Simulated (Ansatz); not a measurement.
# SiH4O + HCl: a complex and its separated parts, part 2 of 2

Ansatz 0.2.0, Gaussian basis.

## (14) wB97X-V/def2-TZVPP

The inputs:

parta/in.yaml

```yaml
crystal:
  periodic: [false, false, false]
  atoms:
    - {symbol: Si, position_ang: [-0.586068, -0.750775, -0.438735]}
    - {symbol: H, position_ang: [0.860339, -1.064185, -0.275453]}
    - {symbol: H, position_ang: [-1.126980, -1.469398, -1.614614]}
    - {symbol: H, position_ang: [-1.292107, -1.195490, 0.794437]}
    - {symbol: O, position_ang: [-0.831287, 0.851398, -0.735860]}
    - {symbol: H, position_ang: [-0.535642, 1.479236, -0.076098]}
basis:
  gaussian: {orbitals: def2-TZVPP}
hamiltonian: {xc: {name: wB97X-V}}
```

partb/in.yaml

```yaml
crystal:
  periodic: [false, false, false]
  atoms:
    - {symbol: H, position_ang: [1.870724, 0.521233, 0.874097]}
    - {symbol: Cl, position_ang: [1.640921, 1.627982, 1.472227]}
basis:
  gaussian: {orbitals: def2-TZVPP}
hamiltonian: {xc: {name: wB97X-V}}
```

One command serves all of them, each in its own folder.

Run with:

```console
$ ansatz run in.yaml --threads 2 --pin off --events-out ev --progress --plain --max-ram 4352MiB
```

Output in parta, shortened:

```text
Functional definition: wB97X-V
  name "wB97X-V"
  cite "Mardirossian & Head-Gordon, Phys. Chem. Chem. Phys. 16, 9904 (2014) doi:10.1039/C3CP54374A"
  cite "Becke, J. Chem. Phys. 107, 8554 (1997) doi:10.1063/1.475007"
  cite "Vydrov & Van Voorhis, J. Chem. Phys. 133, 244103 (2010) doi:10.1063/1.3521275"
[...]
      + integral(e_c_pw_opposite_spin*poly(b97_u_opposite, cos0, cos1)) + vv10(b, c)
678 factors; their error is unknown
163 factors; integrals over basis functions are off by at most 1.4e-5 eV
[...]
mean field -9989.99701228 eV, -367.1256187382 hartree, gradient 4.8e-5 eV, S^2 0.000000; 0 other end points of the search recorded, 0 dependent functions left out
reference -9989.99701056 eV, -367.1256186748 hartree; 13, 13 occupied and 116, 116 virtual orbitals, 678 factors
Total energy: -9989.99701056 eV, -367.1256186748 hartree
```

Output in partb, shortened:

```text
[... 5 set-up lines as earlier in the session ...]
[...]
      + integral(e_c_pw_opposite_spin*poly(b97_u_opposite, cos0, cos1)) + vv10(b, c)
369 factors; their error is unknown
61 factors; integrals over basis functions are off by at most 9.1e-5 eV
[...]
mean field -12537.61272892 eV, -460.7487694887 hartree, gradient 5.7e-5 eV, S^2 0.000000; 0 other end points of the search recorded, 0 dependent functions left out
reference -12537.61272797 eV, -460.7487694538 hartree; 9, 9 occupied and 47, 47 virtual orbitals, 369 factors
Total energy: -12537.61272797 eV, -460.7487694538 hartree
```

Times: 1 s (parta), 0.25 s (partb) on 2 threads of AMD EPYC 9R45, shared host.

## (15) wB97M-V/def2-TZVPP

Each input of step 14 (parta, partb) changes in the same lines:

```diff
-hamiltonian: {xc: {name: wB97X-V}}
+hamiltonian: {xc: {name: wB97M-V}}
```

The same command starts each run, in its folder.

Run with:

```console
$ ansatz run in.yaml --threads 2 --pin off --events-out ev --progress --plain --max-ram 4352MiB
```

parta printed, shortened:

```text
Functional definition: wB97M-V
  name "wB97M-V"
  cite "Mardirossian & Head-Gordon, J. Chem. Phys. 144, 214110 (2016) doi:10.1063/1.4952647"
[... 2 set-up lines as earlier in the session ...]
  # Of w^i u^j: cxij and so on, Table III.
[...]
  gx(w, u) = 1 - cx + cx01*u + cx10*w
[...]
      + integral(e_c_pw_mod_opposite_spin*gos(b97_w_opposite, b97_u_opposite)) + vv10(b, c)
678 factors; their error is unknown
163 factors; integrals over basis functions are off by at most 1.4e-5 eV
[...]
mean field -9990.45389769 eV, -367.1424089672 hartree, gradient 4.2e-5 eV, S^2 0.000000; 0 other end points of the search recorded, 0 dependent functions left out
reference -9990.45393985 eV, -367.1424105168 hartree; 13, 13 occupied and 116, 116 virtual orbitals, 678 factors
Total energy: -9990.45393985 eV, -367.1424105168 hartree
```

partb printed, shortened:

```text
[... 5 set-up lines as earlier in the session ...]
  # Of w^i u^j: cxij and so on, Table III.
[...]
  gx(w, u) = 1 - cx + cx01*u + cx10*w
[...]
      + integral(e_c_pw_mod_opposite_spin*gos(b97_w_opposite, b97_u_opposite)) + vv10(b, c)
369 factors; their error is unknown
61 factors; integrals over basis functions are off by at most 9.1e-5 eV
[...]
mean field -12538.73838963 eV, -460.7901367568 hartree, gradient 5.6e-5 eV, S^2 0.000000; 0 other end points of the search recorded, 0 dependent functions left out
reference -12538.73841268 eV, -460.7901376038 hartree; 9, 9 occupied and 47, 47 virtual orbitals, 369 factors
Total energy: -12538.73841268 eV, -460.7901376038 hartree
```

Wall times: 1 s (parta), 0.25 s (partb) on 2 threads of AMD EPYC 9R45, shared host.

## (16) B2PLYP/def2-TZVPP

The same edit goes into each in.yaml of step 15 (parta, partb):

```diff
-hamiltonian: {xc: {name: wB97M-V}}
+hamiltonian: {xc: {name: B2PLYP}}
```

One command serves all of them, each in its own folder.

Run with:

```console
$ ansatz run in.yaml --threads 2 --pin off --events-out ev --progress --plain --max-ram 4352MiB
```

Output in parta, shortened:

```text
Functional definition: B2PLYP
  name "B2PLYP"
  cite "Grimme, J. Chem. Phys. 124, 034108 (2006) doi:10.1063/1.2148954"
[... 2 set-up lines as earlier in the session ...]
[...]
746 factors; integrals over basis functions are off by at most 1.1e-3 eV
[...]
mean field -9983.99670962 eV, -366.9051116824 hartree, gradient 2.8e-6 eV, S^2 0.000000; 0 other end points of the search recorded, 0 dependent functions left out
6 core orbitals not correlated: weight in the atoms' cores, before any rotation towards them, 1.000 or more for the frozen orbitals, at most 0.000 for the correlated occupied ones
reference -9983.99684188 eV, -366.9051165430 hartree; 7, 7 occupied and 116, 116 virtual orbitals, 746 factors
second order -12.31556909 eV of doubles, -0.00000000 eV of singles
Total energy: -9987.32204554 eV, -367.0273155234 hartree
```

Log of partb, shortened:

```text
[... 5 set-up lines as earlier in the session ...]
[...]
322 factors; integrals over basis functions are off by at most 1.4e-3 eV
[...]
mean field -12534.13735751 eV, -460.6210519450 hartree, gradient 9.7e-6 eV, S^2 0.000000; 0 other end points of the search recorded, 0 dependent functions left out
5 core orbitals not correlated: weight in the atoms' cores, before any rotation towards them, 1.000 or more for the frozen orbitals, at most 0.000 for the correlated occupied ones
reference -12534.13745427 eV, -460.6210555007 hartree; 4, 4 occupied and 47, 47 virtual orbitals, 322 factors
second order -6.68492750 eV of doubles, -0.00000000 eV of singles
Total energy: -12535.94238469 eV, -460.6873854704 hartree
```

Wall times: 0.55 s (parta), 0.15 s (partb) on 2 threads of AMD EPYC 9R45, shared host.

## (17) PBE-QIDH/def2-TZVPP

The same edit goes into each in.yaml of step 16 (parta, partb):

```diff
-hamiltonian: {xc: {name: B2PLYP}}
+hamiltonian: {xc: {name: PBE-QIDH}}
```

One command serves all of them, each in its own folder.

Run with:

```console
$ ansatz run in.yaml --threads 2 --pin off --events-out ev --progress --plain --max-ram 4352MiB
```

Output in parta, shortened:

```text
Functional definition: PBE-QIDH
  name "PBE-QIDH"
  cite "Brémond, Sancho-García, Pérez-Jiménez & Adamo, J. Chem. Phys. 141, 031101 (2014) doi:10.1063/1.4890314"
[... 1 set-up line as earlier in the session ...]
[...]
746 factors; integrals over basis functions are off by at most 1.1e-3 eV
[...]
mean field -9979.98625059 eV, -366.7577300317 hartree, gradient 3.7e-6 eV, S^2 0.000000; 0 other end points of the search recorded, 0 dependent functions left out
6 core orbitals not correlated: weight in the atoms' cores, before any rotation towards them, 1.000 or more for the frozen orbitals, at most 0.000 for the correlated occupied ones
reference -9979.98626083 eV, -366.7577304078 hartree; 7, 7 occupied and 116, 116 virtual orbitals, 746 factors
second order -11.46618085 eV of doubles, -0.00000000 eV of singles
Total energy: -9983.80832111 eV, -366.8981885326 hartree
```

Log of partb, shortened:

```text
[... 4 set-up lines as earlier in the session ...]
[...]
322 factors; integrals over basis functions are off by at most 1.4e-3 eV
[...]
mean field -12531.03295882 eV, -460.5069673975 hartree, gradient 2.4e-6 eV, S^2 0.000000; 0 other end points of the search recorded, 0 dependent functions left out
5 core orbitals not correlated: weight in the atoms' cores, before any rotation towards them, 1.000 or more for the frozen orbitals, at most 0.000 for the correlated occupied ones
reference -12531.03296519 eV, -460.5069676316 hartree; 4, 4 occupied and 47, 47 virtual orbitals, 322 factors
second order -6.22515627 eV of doubles, -0.00000000 eV of singles
Total energy: -12533.10801728 eV, -460.5832243894 hartree
```

Wall times: 0.6 s (parta), 0.15 s (partb) on 2 threads of AMD EPYC 9R45, shared host.

## (18) RPA on PBE/def2-TZVPP

Each input of step 17 (parta, partb) changes in the same lines:

```diff
-hamiltonian: {xc: {name: PBE-QIDH}}
+hamiltonian: {xc: pbe}
+correlation: {method: rpa}
```

One command serves all of them, each in its own folder.

Run with:

```console
$ ansatz run in.yaml --threads 2 --pin off --events-out ev --progress --plain --max-ram 4352MiB
```

Log of parta, shortened:

```text
[... 4 set-up lines as earlier in the session ...]
[...]
746 factors; integrals over basis functions are off by at most 1.1e-3 eV
[...]
mean field -9985.38607058 eV, -366.9561697562 hartree, gradient 5.8e-6 eV, S^2 0.000000; 0 other end points of the search recorded, 0 dependent functions left out
6 core orbitals not correlated: weight in the atoms' cores, before any rotation towards them, 1.000 or more for the frozen orbitals, at most 0.000 for the correlated occupied ones
reference -9964.31011824 eV, -366.1816427933 hartree; 7, 7 occupied and 116, 116 virtual orbitals, 746 factors
Total energy: -9981.80798979 eV, -366.8246777123 hartree
```

Output in partb, shortened:

```text
[... 4 set-up lines as earlier in the session ...]
[...]
322 factors; integrals over basis functions are off by at most 1.4e-3 eV
[...]
mean field -12534.30962316 eV, -460.6273825910 hartree, gradient 3.2e-6 eV, S^2 0.000000; 0 other end points of the search recorded, 0 dependent functions left out
5 core orbitals not correlated: weight in the atoms' cores, before any rotation towards them, 1.000 or more for the frozen orbitals, at most 0.000 for the correlated occupied ones
reference -12519.65923966 eV, -460.0889909275 hartree; 4, 4 occupied and 47, 47 virtual orbitals, 322 factors
Total energy: -12529.02201051 eV, -460.4330664101 hartree
```

They took 0.55 s (parta), 0.15 s (partb) on 2 threads of AMD EPYC 9R45, shared host.

## (19) CCSD(T)/def2-TZVPP

The same edit goes into each in.yaml of step 18 (parta, partb):

```diff
-hamiltonian: {xc: pbe}
-correlation: {method: rpa}
+correlation: {method: ccsd_t}
```

One command serves all of them, each in its own folder.

Run with:

```console
$ ansatz run in.yaml --threads 2 --pin off --events-out ev --progress --plain --max-ram 4352MiB
```

parta printed, shortened:

```text
Functional definition: HF
  name "HF"
  cite "Fock, Z. Phys. 61, 126 (1930) doi:10.1007/BF01340294"
[... 1 set-up line as earlier in the session ...]
[...]
746 factors; integrals over basis functions are off by at most 1.1e-3 eV
[...]
mean field -9965.09469057 eV, -366.2104752948 hartree, gradient 2.2e-6 eV, S^2 0.000000; 0 other end points of the search recorded, 0 dependent functions left out
6 core orbitals not correlated: weight in the atoms' cores, before any rotation towards them, 1.000 or more for the frozen orbitals, at most 0.000 for the correlated occupied ones
reference -9965.09469057 eV, -366.2104752948 hartree; 7, 7 occupied and 116, 116 virtual orbitals, 746 factors
second order -10.23317723 eV of doubles, -0.00000000 eV of singles
cycle   1  -10.56893282 eV  change   -3.4e-1 eV  update   6.9e-2
[...]
cycle   9  -10.90277194 eV  change   -3.7e-6 eV  update   8.1e-6
perturbative correction -0.32821871 eV, -0.0120618149 hartree
Total energy: -9976.32568122 eV, -366.6232065883 hartree
```

Log of partb, shortened:

```text
[... 4 set-up lines as earlier in the session ...]
[...]
322 factors; integrals over basis functions are off by at most 1.4e-3 eV
[...]
mean field -12519.93378761 eV, -460.0990803789 hartree, gradient 2.9e-6 eV, S^2 0.000000; 0 other end points of the search recorded, 0 dependent functions left out
5 core orbitals not correlated: weight in the atoms' cores, before any rotation towards them, 1.000 or more for the frozen orbitals, at most 0.000 for the correlated occupied ones
reference -12519.93378761 eV, -460.0990803789 hartree; 4, 4 occupied and 47, 47 virtual orbitals, 322 factors
second order -5.53925992 eV of doubles, -0.00000000 eV of singles
cycle   1  -5.96028487 eV  change   -4.2e-1 eV  update   3.9e-2
[...]
cycle   7  -6.10182787 eV  change   -5.7e-6 eV  update   7.9e-6
perturbative correction -0.21572352 eV, -0.0079276933 hartree
Total energy: -12526.25133901 eV, -460.3312461105 hartree
```

Wall times: 1.7 s (parta), 0.15 s (partb) on 2 threads of AMD EPYC 9R45, shared host; peak memory 0.6 GiB.

## (20) Vibrations of SiH4O

vib-parta/in.yaml

```yaml
crystal:
  periodic: [false, false, false]
  atoms:
    - {symbol: Si, position_ang: [-0.586068, -0.750775, -0.438735]}
    - {symbol: H, position_ang: [0.860339, -1.064185, -0.275453]}
    - {symbol: H, position_ang: [-1.126980, -1.469398, -1.614614]}
    - {symbol: H, position_ang: [-1.292107, -1.195490, 0.794437]}
    - {symbol: O, position_ang: [-0.831287, 0.851398, -0.735860]}
    - {symbol: H, position_ang: [-0.535642, 1.479236, -0.076098]}
basis:
  gaussian: {orbitals: def2-TZVP}
hamiltonian: {xc: pbe0, dispersion: d4}
phonons: {temperatures: {t_min: 298.15, t_max: 900, t_step: 200}}
```

Run with:

```console
$ ansatz run in.yaml --threads 2 --pin off --events-out ev --progress --plain --max-ram 4352MiB
```

Standard output, shortened:

```text
[... 5 set-up lines as earlier in the session ...]
[...]
595 factors; their error is unknown
[...]
mean field -9986.23328674 eV, -366.9873043757 hartree, gradient 4.1e-5 eV, S^2 0.000000; 0 other end points of the search recorded, 0 dependent functions left out
[...]
Atom 3 at    -1.292107    -1.195490     0.794437 Å, force    -0.000024    -0.000172     0.000017 eV/Å
Atom 4 at    -0.831287     0.851398    -0.735860 Å, force     0.000569    -0.000505    -0.000943 eV/Å
Atom 5 at    -0.535642     1.479236    -0.076098 Å, force    -0.000428     0.000322     0.000582 eV/Å
Dipole moment:     0.116126     0.091018     0.240678 e Å
Vibrations: 196.22 679.71 719.13 847.67 907.89 946.73 967.04 993.22 2208.61 2213.66 2260.65 3930.94 cm⁻¹, zero-point energy 1.045897 eV
```

Wall time 8 s (2 threads of AMD EPYC 9R45, shared host).

The modes, with what each moves most:

```tsv
mode	wavenumber (cm⁻¹)	character
1	196	torsion
2	680	bend
3	719	bend
4	848	bend with Si–O stretch
5	908	bend with Si–O stretch
6	947	bend with torsion
7	967	bend with torsion
8	993	bend
9	2209	Si–H stretch
10	2214	Si–H stretch
11	2261	Si–H stretch
12	3931	O–H stretch
```

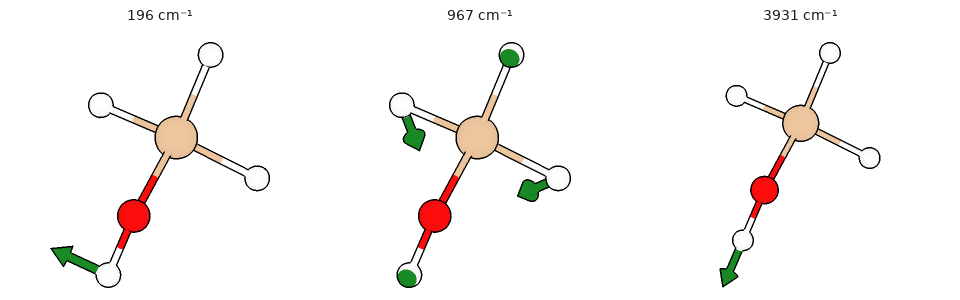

Displacements of 3 modes, as arrows.

Vibrational sums (real modes only):

```tsv
T (K)	entropy (J/mol/K)	heat capacity (J/mol/K)
298	14.3	24.4
498	32.1	45.2
698	49.6	58.7
898	65.6	68.0
```

## (21) Vibrations of HCl

vib-partb/in.yaml

```yaml
crystal:
  periodic: [false, false, false]
  atoms:
    - {symbol: H, position_ang: [1.870724, 0.521233, 0.874097]}
    - {symbol: Cl, position_ang: [1.640921, 1.627982, 1.472227]}
basis:
  gaussian: {orbitals: def2-TZVP}
hamiltonian: {xc: pbe0, dispersion: d4}
phonons: {temperatures: {t_min: 298.15, t_max: 900, t_step: 200}}
```

Run with:

```console
$ ansatz run in.yaml --threads 2 --pin off --events-out ev --progress --plain --max-ram 4352MiB
```

Standard output, shortened:

```text
[... 5 set-up lines as earlier in the session ...]
[...]
312 factors; their error is unknown
[...]
mean field -12535.31645842 eV, -460.6643831041 hartree, gradient 4.2e-5 eV, S^2 0.000000; 0 other end points of the search recorded, 0 dependent functions left out
[...]
reference -12535.31637270 eV, -460.6643799541 hartree; 9, 9 occupied and 34, 34 virtual orbitals, 312 factors
Total energy: -12535.32105165 eV, -460.6645519025 hartree
Atom 0 at     1.870724     0.521233     0.874097 Å, force     0.000101    -0.000487    -0.000263 eV/Å
Atom 1 at     1.640921     1.627982     1.472227 Å, force    -0.000101     0.000487     0.000263 eV/Å
Dipole moment:     0.047190    -0.227270    -0.122826 e Å
Vibrations: 2997.14 cm⁻¹, zero-point energy 0.185799 eV
```

Run time: 0.65 s. Hardware: 2 threads of AMD EPYC 9R45, shared host.

The modes, with what each moves most:

```tsv
mode	wavenumber (cm⁻¹)	character
1	2997	Cl–H stretch
```

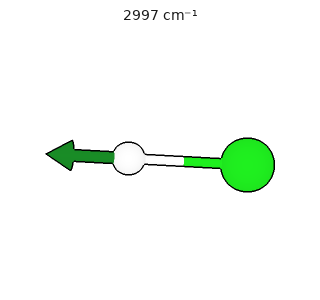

Displacements of 1 modes, as arrows.

Vibrational sums (real modes only):

```tsv
T (K)	entropy (J/mol/K)	heat capacity (J/mol/K)
298	0.0	0.0
498	0.0	0.1
698	0.1	0.7
898	0.4	1.6
```

## (22) Complex less separated parts

The complex's own energies come from single points at the same levels.

Rows are in def2-TZVPP; times add the 3 runs of a level on a shared host, so small differences are noise.

Differences are taken before rounding.

```tsv
method	rung	complex less parts (kcal/mol)	from CCSD(T) (kcal/mol)	time
SPW92	LDA	-5.63	-3.22	0.95 s
PBE-D4	GGA	-3.76	-1.35	1.2 s
BLYP-D4	GGA	-3.40	-0.99	1.3 s
r2SCAN-D4	meta-GGA	-3.15	-0.74	2.3 s
B97M-V	meta-GGA	-3.36	-0.95	4.1 s
PBE0-D4	hybrid	-3.23	-0.82	1.6 s
B3LYP-D4	hybrid	-3.19	-0.78	1.6 s
r2SCAN0-D4	hybrid	-2.95	-0.54	2.6 s
BHLYP-D4	hybrid	-3.00	-0.59	1.5 s
CAM-B3LYP-D4	range-separated hybrid	-3.13	-0.72	1.9 s
wB97X-V	range-separated hybrid	-2.82	-0.41	4.2 s
wB97M-V	range-separated hybrid	-2.97	-0.56	4.2 s
B2PLYP	double hybrid	-1.91	+0.51	2.6 s
PBE-QIDH	double hybrid	-2.28	+0.13	2.7 s
RPA on PBE	RPA	-1.67	+0.74	2.4 s
Hartree-Fock	wavefunction	0.25	+2.66	
MP2	wavefunction	-2.57	-0.16	
CCSD	wavefunction	-1.96	+0.45	
CCSD(T)	wavefunction	-2.41	0	18 s
```

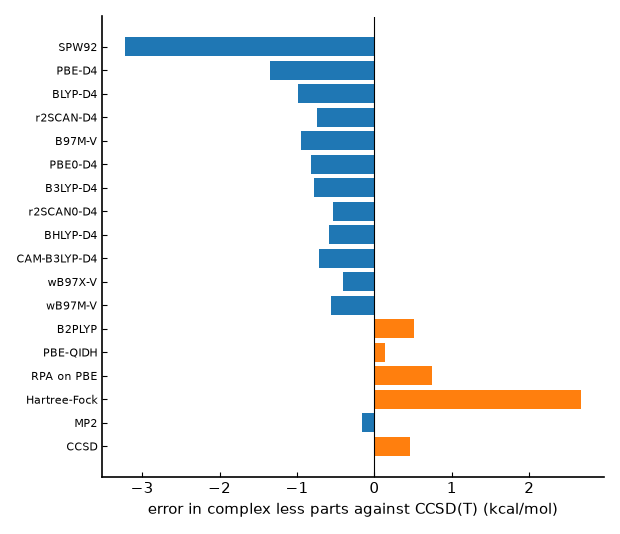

Deviations from CCSD(T), method by method.

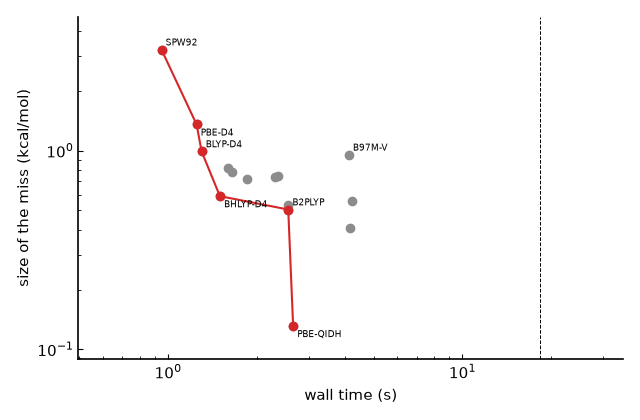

Accuracy for the time spent; red marks the levels that beat every quicker one drawn (of those quicker than the yardstick), and the dashed line is the time of CCSD(T). Only those levels and the largest misses are named. Times are from a shared host.

PBE-QIDH reaches 0.13 kcal/mol from the reference in 2.7 s, where CCSD(T) took 18 s; the quickest level in the cost chart, SPW92, takes 0.95 s and misses by 3.22 kcal/mol.

The complex's zero-point energy, from a separate PBE0-D4 run, is 1.277 eV.

## (23) Summary of results

The summary covers parts 1 to 2.

```
                              quantity           value
complex less parts, CCSD(T)/def2-TZVPP  -2.41 kcal/mol
                with zero-point energy  -1.37 kcal/mol
                 largest T1 diagnostic           0.011
```

In words: At CCSD(T) the complex lies 2.41 kcal/mol below its parts. Among the functionals PBE-QIDH lands nearest to CCSD(T) (+0.13 kcal/mol) and SPW92 farthest (-3.22 kcal/mol). Mean unsigned error by rung: LDA 3.22, GGA 1.17, meta-GGA 0.84, hybrid 0.68, range-separated hybrid 0.56, double hybrid 0.32 kcal/mol. PBE-D4 gives a relative energy 1.35 kcal/mol too low, an error of 56 % of the reference. No counterpoise was applied, and triple zeta lacks some correlation, so the CCSD(T) reference has a basis error of its own, and close matches with it are partly luck.
